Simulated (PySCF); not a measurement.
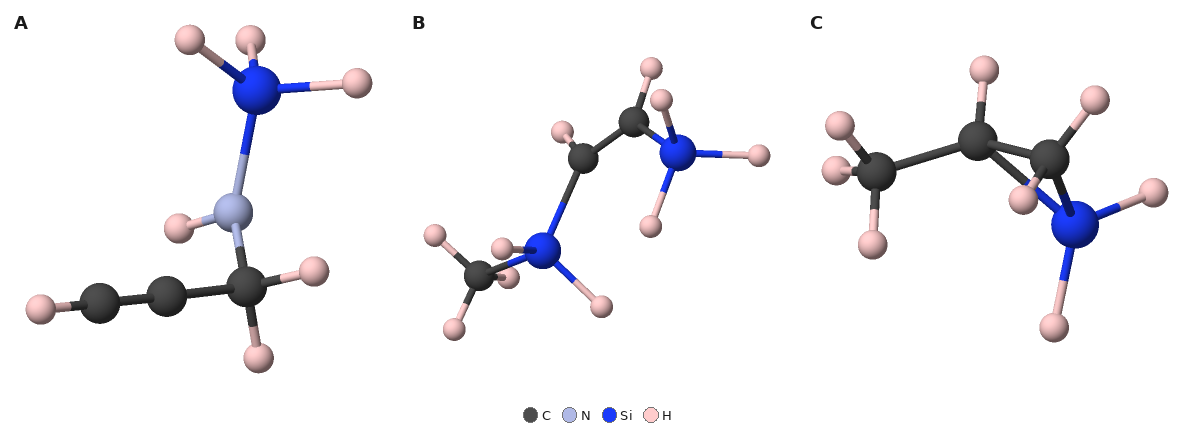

Source: calculation with PySCF.

```xyz
12
charge 0, multiplicity 1
C     1.1595   -1.0023    0.1021
C     0.1881    0.0695    0.5359
C    -0.1378    1.2069   -0.4458
Si   -1.5939    0.1207   -0.0274
H     2.1944   -0.6183    0.0828
H     0.9307   -1.3693   -0.9115
H     1.1329   -1.8696    0.7791
H     0.3499    0.4180    1.5649
H    -0.0934    2.2318   -0.0616
H     0.2989    1.1145   -1.4477
H    -2.6477    0.6274    0.8876
H    -2.0511   -0.8651   -1.0400
```

> Which panel shows the molecule in this file?

C. The file holds C3H8Si, `C[C@H]1C[SiH2]1`.
